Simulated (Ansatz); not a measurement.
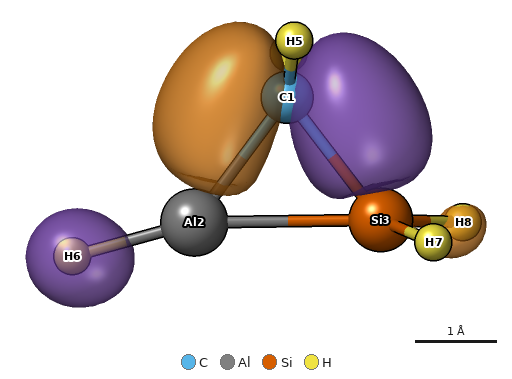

The picture shows: CH₅AlSi. The HOMO−1 at ±0.15 Å⁻³ᐟ² (orange and purple are the two phases), seen across its widest extent.

Geometry: PBE0-D4/def2-TZVP.

All numbers below come from RKS PBE0-D4/def2-TZVPP (Ansatz).

Input file:

```
crystal:
  periodic: [false, false, false]
  atoms:
    - {symbol: C, position_ang: [-0.415229, 0.290210, -0.762469]}
    - {symbol: Al, position_ang: [0.095773, 1.187750, 0.892544]}
    - {symbol: Si, position_ang: [0.453746, -1.040187, 0.322816]}
    - {symbol: H, position_ang: [-1.501896, 0.134429, -0.781059]}
    - {symbol: H, position_ang: [-0.066379, 0.467803, -1.779065]}
    - {symbol: H, position_ang: [0.058049, 2.596665, 1.608671]}
    - {symbol: H, position_ang: [1.790796, -1.426309, -0.207033]}
    - {symbol: H, position_ang: [-0.322662, -2.267559, 0.649694]}
basis:
  gaussian: {orbitals: def2-TZVPP}
hamiltonian: {xc: pbe0, dispersion: d4}
output: {orbitals: {seedname: orbitals}}
```

Command:

```sh
ansatz run in.yaml --threads 2 --pin off --events-out ev --progress --plain --max-ram 4352MiB
```

### What is the character of this orbital?

Its weight (Hirshfeld) is mainly on C1 (about 45 %), Si3 (about 20 %), Al2 (about 15 %) and H6 (about 10 %). Its energy is −7.35 eV.
